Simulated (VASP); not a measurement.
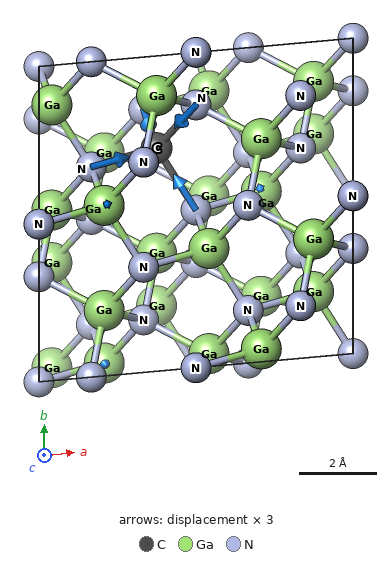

This is a relaxation of a defect cell of composition Ga$_{23}$CN$_{24}$. The starting structure is drawn; blue arrows show the displacements, magnified 3 times.

A ball-and-stick model of the cell of the calculation (origin shifted), seen along the c axis.

The run lets the atoms move in a fixed cell.

Method: Kohn-Sham DFT of a periodic cell, PBE, VASP PAW PBE potentials, recommended in VASP.

The input:
```
SYSTEM = Ga23CN24
ALGO     = Normal         ! electronic algorithm
EDIFF    = 1E-6           ! SCF threshold, eV
EDIFFG   = -0.025         ! ionic threshold
ENCUT    = 450            ! plane-wave cutoff, eV
GGA      = PE             ! functional
IBRION   = 2              ! ionic algorithm
ICORELEVEL= 1            
ISIF     = 2              ! what is computed and relaxed
ISMEAR   = 0              ! smearing method
LASPH    = .True.         ! aspherical terms in the spheres
LCHARG   = .False.        ! write CHGCAR
LREAL    = Auto         
LUSENCCL = .False.      
LWAVE    = .False.        ! write WAVECAR
NELECT   = 422.0        
NELM     = 80             ! most SCF steps
NSW      = 70             ! ionic steps
PREC     = Normal         ! precision mode
SIGMA    = 0.01           ! smearing width, eV
```

Command:
```bash
cat potpaw_PBE.64/C/POTCAR potpaw_PBE.64/Ga_d/POTCAR potpaw_PBE.64/N/POTCAR > POTCAR
mpirun -np 1 vasp_std > vasp.out
```

Question: Which element moves most?

Answer: Nitrogen: up to 0.39 Å, against 0.08 Å for gallium.

Question: What did the optimiser do to the structure, and how much energy did it gain?

Answer: The largest moves, 0.39 Å, are those of N atoms. Largest moves by element: N 0.39 Å, Ga 0.08 Å. C stays in place. The cell stays as it was. Near-neighbour distances that change, for instance: C–N 1.967 → 1.576 Å, C–N 1.975 → 1.608 Å, Ga–N 1.967 → 2.100 Å, Ga–N 1.967 → 2.076 Å. Bond angles that change, for instance: Ga–N–Ga 109.2° → 99.1°, Ga–N–Ga 109.7° → 100.5°, Ga–N–Ga 109.2° → 100.3°. After 15 geometry steps the energy has fallen by 3.382 eV per cell of the calculation. The largest force component goes from 2.9 to 0.015 eV/Å. It ran on 1 × NVIDIA H100 80GB with 1 thread of AMD EPYC 7R13 Processor (Zen 3), with other jobs on the host.

Limits of the set-up: the periodic images lie only 8.3 Å apart, so the values are limited by the cell's size.
